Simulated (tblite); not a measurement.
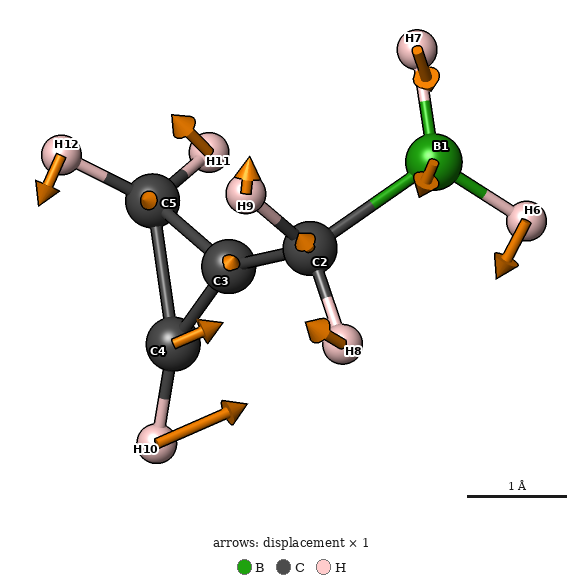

This is a relaxation of C$_{4}$H$_{7}$B. The starting structure is drawn; orange arrows show the displacements, at their true length. The two geometries are superimposed by the best rigid fit.

The picture is a ball-and-stick view, seen from a free direction.

Level of theory: tblite, GFN2-xTB geometry optimisation, gas phase. 

### Atoms of which element are displaced furthest, and by how much?

Hydrogen: up to 1.07 Å, against 0.57 Å for carbon.

### What did the optimiser do to the structure, and how much energy did it gain?

After 93 geometry steps the energy has fallen by 6.34 kcal/mol. The largest move after the best rigid fit is that of H10, 1.07 Å. Largest moves by element: H 1.07 Å, C 0.57 Å, B 0.50 Å. Some distances before and after: B1–C3 2.484 → 2.000 Å, C2–C3 1.504 → 1.466 Å, C5–H11 1.119 → 1.085 Å, C4–H10 1.093 → 1.062 Å. Among the angles between lasting bonds that change: B1–C2–C3 106.5° → 82.1°, B1–C2–H9 110.9° → 119.6°, B1–C2–H8 110.0° → 117.3°. Groups turn about C2–C3 by about 45°. Cost: 0.49 s on 1 thread of Intel(R) Xeon(R) Platinum 8175M CPU @ 2.50GHz, on a shared host.
